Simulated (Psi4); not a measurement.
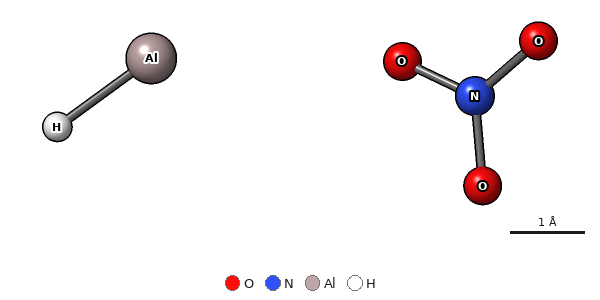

*The input geometry (ball-and-stick view, seen on its broad side). Sticks mark near contacts.*

# AlNHO3 (charge −1): interaction calculation

System: AlNHO3, charge −1, SMILES O=[N+]([O-])[O-].[AlH].
Method: FNO-CCSD(T)/STO-3G, RHF (Psi4 1.11).

## The input (run.py)
```python
import psi4

psi4.set_memory('1600 MB')
psi4.set_num_threads(1)
psi4.set_output_file('alhno3.out', False)

mol = psi4.geometry("""
-1 1
O      0.295750     0.520330     1.080370
N     -0.005970    -0.003400     0.003140
O      0.467940    -1.101740    -0.303400
O     -0.757710     0.584820    -0.780120
--
0 1
Al     0.318300     3.614490    -2.730040
H     -0.050210     5.167050    -2.491170
units angstrom
symmetry c1
no_reorient
no_com
""")

psi4.set_options({
    'freeze_core': 'true',
    'cc_type': 'df',
    'scf_type': 'df',
})

e_tot = psi4.energy("fno-ccsd(t)/STO-3G", bsse_type='cp', molecule=mol)
print(f'fno-ccsd(t)/STO-3G energy: {e_tot:.10f} Eh')
```

Hardware: 1 thread of AMD EPYC (Zen 4), 24 GiB of memory available, shared host.

Launched with:
```bash
python run.py
```

## The program's output
```
Psi4 1.11 release

  //>>>>>>>>>>>>>>>>>>>>>>>>>>>>>>>>>>>//
  //   ManyBody Setup: N-Body Levels 2 //
  //<<<<<<<<<<<<<<<<<<<<<<<<<<<<<<<<<<<//

    Model chemistry "(auto)" (§A):          3
        Number of 1-body computations:      2 (nocp: 0, cp: 2, vmfc_compute: 0)
        Number of 2-body computations:      1 (nocp: 0, cp: 1, vmfc_compute: 0)

    -----------------------------------------------------------------------
                               Psi4 1.11 release

    h
    h
    h

    -----------------------------------------------------------------------

    Memory:     1.5 GiB
    Threads:    1
                ecpint, einsums, f̶o̶r̶t̶e̶, gauxc, gcp, g̶d̶m̶a̶, geometric, g̶p̶u̶_̶d̶f̶c̶c̶,
                i̶n̶t̶e̶g̶r̶a̶t̶o̶r̶x̶x̶, i̶p̶i̶, libefp, m̶d̶i̶, m̶p̶2̶d̶, m̶r̶c̶c̶, ooo,
                o̶p̶e̶n̶f̶e̶r̶m̶i̶o̶n̶p̶s̶i̶4̶, pcmsolver, p̶s̶i̶4̶f̶o̶c̶k̶c̶i̶, p̶s̶i̶x̶a̶s̶,
                p̶y̶e̶i̶n̶s̶u̶m̶s̶, r̶e̶s̶p̶, s̶i̶m̶i̶n̶t̶, s̶n̶s̶m̶p̶2̶,
                v̶2̶r̶d̶m̶_̶c̶a̶s̶s̶c̶f̶

    For method 'FNO-CCSD(T)', SCF Algorithm Type (re)set to DISK_DF.

   => Loading Basis Set <=

    Name: STO-3G
    Role: ORBITAL
    Keyword: BASIS

         ---------------------------------------------------------
                                   SCF
                              RHF Reference
                        1 Threads,   1525 MiB Core
         ---------------------------------------------------------

  ==> Geometry <==

    Molecular point group: c1
    Full point group: C1

    Geometry (in Bohr), charge = 0, multiplicity = 1:

       Center              X                  Y                   Z               Mass
    ------------   -----------------  -----------------  -----------------  -----------------
      Gh(O)           0.558886501604     0.983281194860     2.041603414161    15.994914619570
      Gh(N)          -0.011281664969    -0.006425068827     0.005933740034    14.003074004430
      Gh(O)           0.884278443147    -2.081986861462    -0.573342906464    15.994914619570
      Gh(O)          -1.431864382521     1.105149632690    -1.474213144992    15.994914619570
         AL           0.601499825733     6.830396183206    -5.159027911545    26.981538530000
         H           -0.094883148759     9.764309376547    -4.707629031957     1.007825032230

  Running in c1 symmetry.

  Rotational constants: A =      0.31419  B =      0.02697  C =      0.02607 [cm^-1]
  Rotational constants: A =   9419.15730  B =    808.65254  C =    781.44009 [MHz]
  Nuclear repulsion =    4.263657281586289

  Charge       = 0
  Multiplicity = 1
  Electrons    = 14
  Nalpha       = 7
  Nbeta        = 7

  ==> Algorithm <==

  SCF Algorithm Type is DISK_DF.
  DIIS enabled.
  MOM disabled.
  Fractional occupation disabled.
  Guess Type is SAD.
  Energy threshold   = 1.00e-08
  Density threshold  = 1.00e-08
  Integral threshold = 1.00e-12

  ==> Primary Basis <==

  Basis Set: STO-3G
    Blend: STO-3G
    Number of shells: 18
    Number of basis functions: 30
    Number of Cartesian functions: 30
    Spherical Harmonics?: true
    Max angular momentum: 1

   => Loading Basis Set <=

    Name: (STO-3G AUX)
    Role: JKFIT
    Keyword: DF_BASIS_SCF

  ==> Integral Setup <==

  ==> DiskDFJK: Density-Fitted J/K Matrices <==

    J tasked:                  Yes
    K tasked:                  Yes
    wK tasked:                  No
    Integrals threads:           1
    Memory [MiB]:             1144
    Algorithm:                Core
    Integral Cache:           SAVE
    Schwarz Cutoff:          1E-12
    Fitting Condition:       1E-10

   => Auxiliary Basis Set <=

  Basis Set: (STO-3G AUX)
    Blend: DEF2-UNIVERSAL-JKFIT
    Number of shells: 144
    Number of basis functions: 454
    Number of Cartesian functions: 547
    Spherical Harmonics?: true
    Max angular momentum: 4

  Minimum eigenvalue in the overlap matrix is 2.6794325705E-01.
  Reciprocal condition number of the overlap matrix is 1.3876727883E-01.
    Using symmetric orthogonalization.

  ==> Pre-Iterations <==

  SCF Guess: Superposition of Atomic Densities via on-the-fly atomic UHF (no occupation information).

   -------------------------
    Irrep   Nso     Nmo
   -------------------------
     A         30      30
   -------------------------
    Total      30      30
   -------------------------

  ==> Iterations <==

                           Total Energy        Delta E     RMS |[F,P]|

   @DF-RHF iter SAD:  -238.47891608131854   -2.38479e+02   0.00000e+00
   @DF-RHF iter   1:  -239.49221834376220   -1.01330e+00   2.30793e-03 DIIS/ADIIS
   @DF-RHF iter   2:  -239.49789768758086   -5.67934e-03   2.79617e-04 DIIS/ADIIS
   @DF-RHF iter   3:  -239.49795226183880   -5.45743e-05   2.40032e-05 DIIS
   @DF-RHF iter   4:  -239.49795257365361   -3.11815e-07   1.99974e-06 DIIS
   @DF-RHF iter   5:  -239.49795257503473   -1.38112e-09   4.49879e-08 DIIS
   @DF-RHF iter   6:  -239.49795257503752   -2.78533e-12   1.09677e-08 DIIS
   @DF-RHF iter   7:  -239.49795257503769   -1.70530e-13   3.32329e-09 DIIS
  Energy and wave function converged.

  ==> Post-Iterations <==

    Orbital Energies [Eh]
    ---------------------

    Doubly Occupied:

       1A    -57.664346     2A     -4.616602     3A     -2.831106
       4A     -2.831106     5A     -2.831029     6A     -0.382859
       7A     -0.132303

    Virtual:

       8A      0.368181     9A      0.368277    10A      0.468811
      11A      0.655550    12A      0.814172    13A      0.815138
      14A      1.216424    15A      1.703169    16A      1.943602
      17A      1.943880    18A      2.557182    19A      2.558251
      20A      2.624217    21A      2.624753    22A      2.663856
      23A      3.005638    24A      3.423517    25A      4.058829
      26A      4.059519    27A     23.890420    28A     31.134722
      29A     31.135910    30A     31.193916

    Final Occupation by Irrep:
              A
    DOCC [     7 ]
    NA   [     7 ]
    NB   [     7 ]

  @DF-RHF Final Energy:  -239.49795257503769

   => Energetics <=

    Nuclear Repulsion Energy =              4.2636572815862888
    One-Electron Energy =                -344.9445180770950401
    Two-Electron Energy =                 101.1829082204710630
    Total Energy =                       -239.4979525750376865

Computation Completed

Properties will be evaluated at   0.000000,   0.000000,   0.000000 [a0]

Properties computed using the SCF density matrix

 Multipole Moments:

 ------------------------------------------------------------------------------------
     Multipole            Electronic (a.u.)      Nuclear  (a.u.)        Total (a.u.)
 ------------------------------------------------------------------------------------

 L = 1.  Multiply by 2.5417464519 to convert [e a0] to [Debye]
 Dipole X            :         -7.6244877            7.7246146            0.1001269
 Dipole Y            :        -98.9791863           98.5594598           -0.4197266
 Dipole Z            :         71.7097045          -71.7749919           -0.0652874
 Magnitude           :                                                    0.4364152

 ------------------------------------------------------------------------------------

	total time  =          0 seconds =       0.00 minutes
  Constructing Basis Sets for FNOCC...

   => Loading Basis Set <=

    Name: (STO-3G AUX)
    Role: JKFIT
    Keyword: DF_BASIS_SCF

   => Loading Basis Set <=

    Name: (STO-3G AUX)
    Role: RIFIT
    Keyword: DF_BASIS_CC

        *******************************************************
        *                                                     *
        *                       DF-CCSD                       *
        *                 Density-fitted CCSD                 *
        *                                                     *
        *                                                     *
        *******************************************************

  ==> 3-index integrals <==

 => Primary Basis Set <=

  Basis Set: STO-3G
    Blend: STO-3G
    Number of shells: 18
    Number of basis functions: 30
    Number of Cartesian functions: 30
    Spherical Harmonics?: true
    Max angular momentum: 1

 => Auxiliary Basis Set <=

  Basis Set: (STO-3G AUX)
    Blend: DEF2-SVP-RI
    Number of shells: 90
    Number of basis functions: 268
    Number of Cartesian functions: 308
    Spherical Harmonics?: true
    Max angular momentum: 3

  DFTensor Memory: Qso construction needs 0.004 GiB; user supplied 1.416 GiB.
    Number of auxiliary functions:         268

  ==> Frozen Natural Orbitals <==

        Doubles contribution to MP2 energy in full space:      -0.025782398018

        Cutoff for significant NO occupancy: 1.000e-06

        Number of virtual orbitals in original space:     23
        Number of virtual orbitals in truncated space:     3

  ==> Memory <==

        Total memory available:              1.490 [GiB]
        CCSD memory requirements:            0.004 [GiB]
            3-index integrals:               0.001 [GiB]
            CCSD intermediates:              0.003 [GiB]
        (T) algorithm:                       0.000 [GiB] (low-memory)

  ==> Input parameters <==

        Freeze core orbitals?                 yes
        Use frozen natural orbitals?          yes
        r_convergence:                  1.000e-07
        e_convergence:                  1.000e-06
        Number of DIIS vectors:                 8
        Number of frozen core orbitals:         5
        Number of active occupied orbitals:     2
        Number of active virtual orbitals:      3
        Number of frozen virtual orbitals:     20

  Begin singles and doubles coupled cluster iterations

   Iter  DIIS          Energy       d(Energy)          |d(T)|     time
      0   0 1   -0.0257816051   -0.0257816051    0.1355668932        0
      1   1 1   -0.0355496150   -0.0097680099    0.0567762954        0
      2   2 1   -0.0396105034   -0.0040608884    0.0257836352        0
      3   3 1   -0.0428315563   -0.0032210528    0.0119157557        0
      4   4 1   -0.0428171703    0.0000143860    0.0003982594        0
      5   5 1   -0.0428166038    0.0000005665    0.0000668745        0
      6   6 1   -0.0428164992    0.0000001046    0.0000137761        0
      7   7 1   -0.0428163554    0.0000001438    0.0000031126        1
      8   8 1   -0.0428163820   -0.0000000266    0.0000004279        0
      9   8 2   -0.0428163684    0.0000000136    0.0000000520        0

  CCSD iterations converged!

        T1 diagnostic:                        0.010109800627
        D1 diagnostic:                        0.020219600938

        OS MP2 FNO correction:               -0.000000537095
        SS MP2 FNO correction:               -0.000000255861
        MP2 FNO correction:                  -0.000000792956

        OS MP2 correlation energy:           -0.025782142123
        SS MP2 correlation energy:           -0.000000255895
        MP2 correlation energy:              -0.025782398018
      * MP2 total energy:                  -239.523734973056

        OS CCSD correlation energy:          -0.042816905434
        SS CCSD correlation energy:          -0.000000255897
        CCSD correlation energy:             -0.042817161331
      * CCSD total energy:                 -239.540769736369

  Total time for CCSD iterations:       0.11 s (user)
                                        0.09 s (system)
                                           1 s (total)

  Time per iteration:                   0.01 s (user)
                                        0.01 s (system)
                                        0.11 s (total)

	total time  =          1 seconds =       0.02 minutes

        *******************************************************
        *                                                     *
        *                      CCSD(T)                        *
        *                                                     *
        *******************************************************

        Using low-memory algorithm.

        num_threads:                      1
        available memory:        1525.88 mb
        memory requirements:        0.00 mb

        Number of abc combinations: 10

        Computing (T) correction...

        % complete  total time
              10.0         0 s
              20.0         0 s
              30.0         0 s
              40.0         0 s
              50.0         0 s
              60.0         0 s
              70.0         0 s
              80.0         0 s
              90.0         0 s

        (T) energy                            -0.000017270147

        CCSD(T) correlation energy            -0.042834431478
      * CCSD(T) total energy                -239.540787006516

	total time  =          0 seconds =       0.00 minutes

	total time  =          0 seconds =       0.00 minutes

    Psi4 run time: 0:00:01.01
```

## What the run reported

- outcome: refused by the program

## Diagnosis

The program refused the input: “Fatal Error: ndocc must be less than nvirt”
